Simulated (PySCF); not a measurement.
# RuBr6 (-2): ligand-field states, part 1 of 2

Wanted: ligand-field states for RuBr6 (-2).

Programs: PySCF 2.14.0, with routines of our own; each step states its level. All values are computed. Atoms count from 0.

## 1. The starting structure

7 atoms, charge -2, states of the metal's open shell are computed; geometry from: model start, shaken.

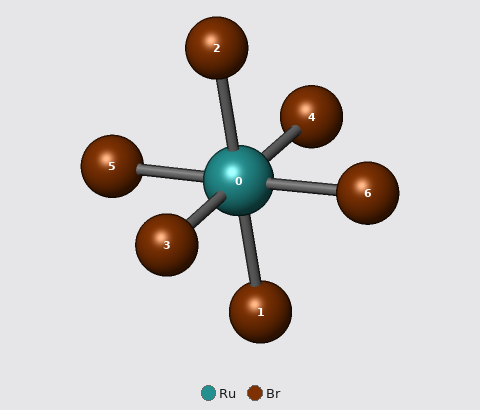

The starting geometry (ruthenium teal, bromine brown); sticks join atoms by distance alone.

## 2. Geometry optimisation at PBE0-D3(BJ)/def2-SVP

Job settings and geometry (Å):

```
{"job": {"xc": "PBE0", "basis": "def2-SVP", "d3": "d3bj", "grid": 1, "maxiter": 45, "solvent": "water", "kind": "geom"}, "charge": -2, "metal": "Ru", "open_shell": "d4"}
Ru     0.000020     0.004480    -0.004110
Br    -0.013360    -0.006820     2.465130
Br     0.000900     0.020100    -2.487380
Br     2.470690     0.007350     0.005350
Br    -2.478420    -0.013960    -0.000440
Br     0.010430     2.459840    -0.006860
Br    -0.028520    -2.499340    -0.027630
```

Run with:

```
$ OMP_NUM_THREADS=1 python lf_run.py task.json out
```

The driver reads the jobs from task.json and runs them one after another.

What it wrote:

```text
step   0  E = -15536.73231589  max force = 0.009438
step   1  E = -15536.73297021  max force = 0.002059
step   2  E = -15536.73296030  max force = 0.001950
step   3  E = -15536.73330074  max force = 0.000736
step   4  E = -15536.73331730  max force = 0.000443
step   5  E = -15536.73323088  max force = 0.003540
step   6  E = -15536.73351330  max force = 0.002215
step   7  E = -15536.73370196  max force = 0.002537
step   8  E = -15536.73370695  max force = 0.001462
step   9  E = -15536.73372069  max force = 0.001309
step  10  E = -15536.73373072  max force = 0.000966
step  11  E = -15536.73374331  max force = 0.000394
optimisation converged
```

Run time: 47 min. Hardware: 1 thread of Arm Neoverse V1, shared host; peak memory 2.3 GiB.

Along the way: (the energy doesn't fall at every step)

```
step  energy from step 0 (eV)  largest force component (eV/Å)
   0                   0.0000                          0.4853
   1                  -0.0178                          0.1059
   2                  -0.0175                          0.1003
   3                  -0.0268                          0.0378
   4                  -0.0272                          0.0228
   5                  -0.0249                          0.1820
   6                  -0.0326                          0.1139
   7                  -0.0377                          0.1305
   8                  -0.0379                          0.0752
   9                  -0.0382                          0.0673
  10                  -0.0385                          0.0497
  11                  -0.0388                          0.0203
```

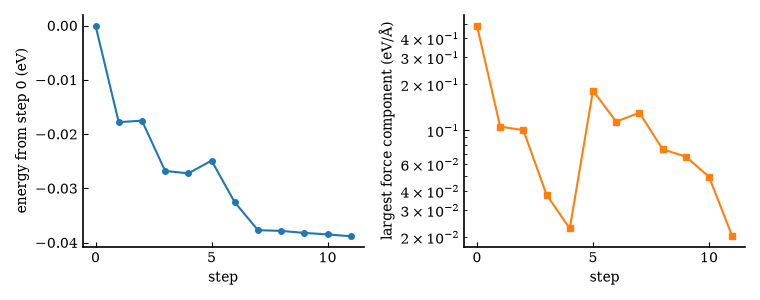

Energy and largest force along the relaxation.

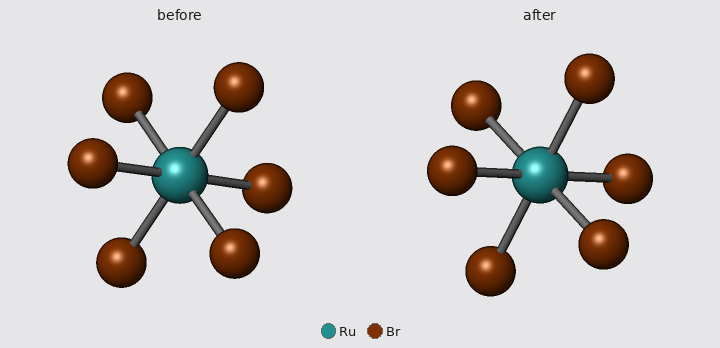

The geometry before (left) and after (right).

Close pairs (by a distance rule), those that changed most:

```
   bond  before (Å)  after (Å)  change (Å)
Ru0–Br5       2.455      2.505      +0.049
Ru0–Br1       2.469      2.502      +0.033
Ru0–Br3       2.471      2.498      +0.027
Ru0–Br2       2.483      2.503      +0.020
Ru0–Br4       2.479      2.497      +0.019
Ru0–Br6       2.504      2.504      -0.000
```

Where it ended (Å):

```
Ru   -0.00624   -0.00485   -0.00738
Br   -0.13550   -0.26223    2.47810
Br    0.12220    0.25219   -2.49425
Br    2.48604   -0.12440    0.11476
Br   -2.49709    0.11983   -0.13220
Br    0.11842    2.48198    0.26437
Br   -0.12610   -2.49086   -0.27934
```

```
                         at the end point                                              value
  point group (found at 0.08 Å tolerance)  Oh (approximate: the rotational constants differ)
rotational constants (GHz, main isotopes)                                0.257, 0.256, 0.255
                                     ⟨S²⟩                                              2.020
```

## 3. Ligand-field states: state-averaged CASSCF in water

Job settings and geometry (Å):

```
{"job": {"kind": "lf", "basis": {"metal": "x2c-TZVPall", "ligand": "x2c-SVPall"}, "nevpt": true, "solvent": "water"}, "charge": -2, "metal": "Ru", "open_shell": "d4"}
Ru     0.000000     0.000000     0.000000
Br     2.501521     0.000000     0.000000
Br    -2.501521    -0.000000    -0.000000
Br    -0.000000     2.501521    -0.000000
Br     0.000000    -2.501521     0.000000
Br    -0.000000    -0.000000     2.501521
Br     0.000000     0.000000    -2.501521
```

With the program's defaults for keys left out, this is: state-averaged CASSCF of the metal d shell, SC-NEVPT2 on the averaged canonical orbitals, state-interaction spin-orbit coupling.

What it wrote:

```text
basis functions 255, electrons 256, active (4e, 5o)
stage 1: DIIS on the effective Fock matrix, level shift 0.30
cycle   1  E = -20149.0042162467  dE = -2.015e+04  max|g| = 1.201e+00
cycle   2  E = -20151.0783631504  dE = -2.074e+00  max|g| = 8.000e-01
cycle   3  E = -20152.1869572901  dE = -1.109e+00  max|g| = 3.080e-01
cycle   4  E = -20152.1604313716  dE =  2.653e-02  max|g| = 3.131e-01
cycle   5  E = -20152.2507411548  dE = -9.031e-02  max|g| = 1.247e-01
cycle   6  E = -20152.2713557272  dE = -2.061e-02  max|g| = 6.167e-02
cycle   7  E = -20152.2781516171  dE = -6.796e-03  max|g| = 1.432e-02
cycle   8  E = -20152.2794281074  dE = -1.276e-03  max|g| = 1.103e-02
cycle   9  E = -20152.2797195646  dE = -2.915e-04  max|g| = 1.054e-02
cycle  10  E = -20152.2799301058  dE = -2.105e-04  max|g| = 3.929e-03
cycle  11  E = -20152.2799150942  dE =  1.501e-05  max|g| = 7.258e-03
cycle  12  E = -20152.2799273565  dE = -1.226e-05  max|g| = 7.141e-03
cycle  13  E = -20152.2799196745  dE =  7.682e-06  max|g| = 7.765e-03
cycle  14  E = -20152.2799210902  dE = -1.416e-06  max|g| = 7.749e-03
cycle  15  E = -20152.2799374075  dE = -1.632e-05  max|g| = 6.793e-03
cycle  16  E = -20152.2799287244  dE =  8.683e-06  max|g| = 7.004e-03
cycle  17  E = -20152.2799161718  dE =  1.255e-05  max|g| = 8.023e-03
cycle  18  E = -20152.2799028395  dE =  1.333e-05  max|g| = 8.641e-03
cycle  19  E = -20152.2798827716  dE =  2.007e-05  max|g| = 9.406e-03
cycle  20  E = -20152.2798581047  dE =  2.467e-05  max|g| = 1.027e-02
cycle  21  E = -20152.2798300589  dE =  2.805e-05  max|g| = 1.117e-02
cycle  22  E = -20152.2797998145  dE =  3.024e-05  max|g| = 1.208e-02
cycle  23  E = -20152.2797641912  dE =  3.562e-05  max|g| = 1.307e-02
cycle  24  E = -20152.2797337710  dE =  3.042e-05  max|g| = 1.381e-02
cycle  25  E = -20152.2796875065  dE =  4.626e-05  max|g| = 1.496e-02
cycle  26  E = -20152.2796062800  dE =  8.123e-05  max|g| = 1.559e-02
stage 2: quasi-Newton rotations from the point of smallest gradient
cycle  28  E = -20152.2799883431  dE = -5.824e-05  max|g| = 1.764e-03
cycle  29  E = -20152.2800011129  dE = -1.277e-05  max|g| = 2.977e-03
cycle  30  E = -20152.2800096843  dE = -8.571e-06  max|g| = 1.644e-03
cycle  31  E = -20152.2800128523  dE = -3.168e-06  max|g| = 9.625e-05
cycle  32  E = -20152.2800129099  dE = -5.760e-08  max|g| = 2.842e-05
cycle  33  E = -20152.2800129119  dE = -2.012e-09  max|g| = 1.288e-05
cycle  34  E = -20152.2800129122  dE = -2.656e-10  max|g| = 2.117e-06
converged average energy = -20152.2800129122

 mult deg   label        CASSCF/cm-1   NEVPT2/cm-1
   3   3   3T1g                0.0           0.0
   1   3   1T2g             7935.1        7908.0
   1   2   1Eg              9000.3        8644.0
   5   2   5Eg              5264.0       17524.1
   1   1   1A1g            16967.1       19109.9
   3   2   3Eg             16072.4       27092.6
   3   3   3T1g            19644.3       30951.9
   3   3   3T2g            20208.6       31438.7
   3   1   3A1g            20958.7       31691.1
   3   2   3Eg             22238.0       32578.0
   3   1   3A2g            21651.0       32619.1
   1   3   1T2g            24428.1       35185.9
   1   1   1A2g            24474.3       35237.8
   1   3   1T1g            26056.3       36548.3
   1   2   1Eg             27080.1       36770.4
   1   1   1A1g            34417.4       39000.2
   3   3   3T2g            32070.2       40617.4
   3   3   3T1g            31655.9       41257.2
   1   3   1T1g            37367.2       45128.9
   1   3   1T2g            38694.5       46406.0
   5   3   5T2g            31044.7       49259.7
   3   3   3T1g            41462.3       57064.7
   3   3   3T2g            42095.4       57499.4
   3   3   3T2g            45221.5       58897.1
   3   3   3T1g            48096.9       61263.9
   3   2   3Eg             46410.5       61528.8
   1   3   1T2g            46595.6       61577.4
   1   2   1Eg             48333.5       63038.7
   1   1   1A1g            49572.5       63602.6
   1   3   1T2g            52700.9       65277.9
   3   3   3T1g            55575.3       65536.0
   1   3   1T1g            54921.8       66475.2
   1   1   1A2g            54602.7       66888.0
   3   1   3A2g            61073.2       71358.4
   1   2   1Eg             61984.1       71684.2
   1   3   1T2g            67108.3       73526.5
   1   2   1Eg             75681.7       79677.2
   3   3   3T1g            72379.9       83081.4
   1   1   1A1g            81450.9       84245.8
   3   3   3T2g            77103.6       85754.7
   1   3   1T1g            75617.0       86161.2
   1   3   1T2g            84750.7       89444.2
   1   1   1A1g           110295.7      102272.1

spin-orbit levels / cm-1
      0.00  x1  3T1g 0.99
    701.18  x3  3T1g 1.00
   1708.65  x3  3T1g 0.99
   1729.07  x2  3T1g 0.99
   9251.05  x3  1T2g 0.98
   9968.11  x2  1Eg 0.99
  18745.46  x1  5Eg 1.00
  18751.28  x3  5Eg 1.00
  18757.20  x2  5Eg 0.99
  18762.43  x3  5Eg 0.99
  18767.70  x1  5Eg 0.99
  20466.58  x1  1A1g 0.99
  28238.56  x3  3Eg 0.98
  28320.05  x3  3Eg 0.99
  31442.90  x1  3T1g 0.99
  31692.87  x3  3T1g 0.93 3A1g 0.05
  32278.16  x2  3T2g 0.90 3T1g 0.09
  32328.12  x3  3T2g 0.98
  32548.99  x3  3T1g 0.95 3Eg 0.04
  32614.81  x2  3T1g 0.90 3T2g 0.09
  32908.65  x3  3T2g 0.89 3A2g 0.06
  32977.15  x3  3A1g 0.94 3T1g 0.05
  33377.91  x1  3T2g 0.98
  33787.74  x3  3Eg 0.49 3A2g 0.46
  33861.53  x3  3Eg 0.98
  33907.59  x3  3A2g 0.46 3Eg 0.43 3T2g 0.08
```

Wall time 2.9 min (1 thread of Arm Neoverse V1, shared host); peak memory 1.3 GiB.

Warnings kept with the result: an active orbital is not mainly the metal shell.

An active orbital is only 59 % metal, under the run's own bar for a metal shell, so levels, ζ, ground spin and magnetism of this run may not be those of the metal's shell and are not read here.

(Continued in part 2 of 2.)
